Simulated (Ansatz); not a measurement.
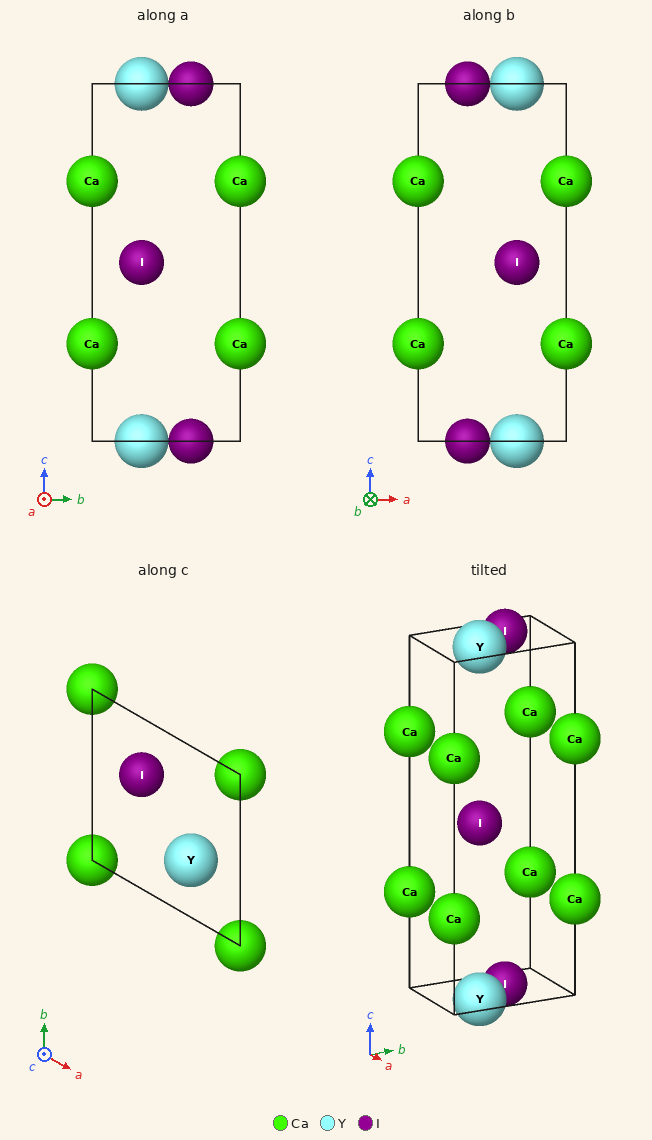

Figure: spheres-only view along the a axis, along the b axis, along the c axis and slightly off an axis. Thin lines show the conventional unit cell, with boundary atoms drawn in all their periodic places.

Lattice parameters: a = 4.9675 Å, b = 4.9675 Å, c = 10.3718 Å, α = 90.000°, β = 90.000°, γ = 120.000°.

> Convert the drawing into a CIF with its space group and independent sites, with free fractional coordinates to two decimals.

```cif
data_structure
_symmetry_space_group_name_H-M 'P -6 m 2'
_symmetry_Int_Tables_number 187
_cell_length_a 4.9675
_cell_length_b 4.9675
_cell_length_c 10.3718
_cell_angle_alpha 90.000
_cell_angle_beta 90.000
_cell_angle_gamma 120.000
_cell_volume 221.65
loop_
_atom_site_label
_atom_site_type_symbol
_atom_site_symmetry_multiplicity
_atom_site_Wyckoff_symbol
_atom_site_fract_x
_atom_site_fract_y
_atom_site_fract_z
_atom_site_occupancy
Ca1 Ca 2 g 0.00 0.00 0.73 1
Y1 Y 1 e 0.6667 0.3333 0.00 1
I1 I 1 f 0.6667 0.3333 0.50 1
I2 I 1 c 0.3333 0.6667 0.00 1
```

The cell started as a structure type filled with these elements by a generator (whether the compound takes this form wasn't checked). The geometry was optimised with DFT PBE, scalar-relativistic, plane waves, PAW (Ansatz).
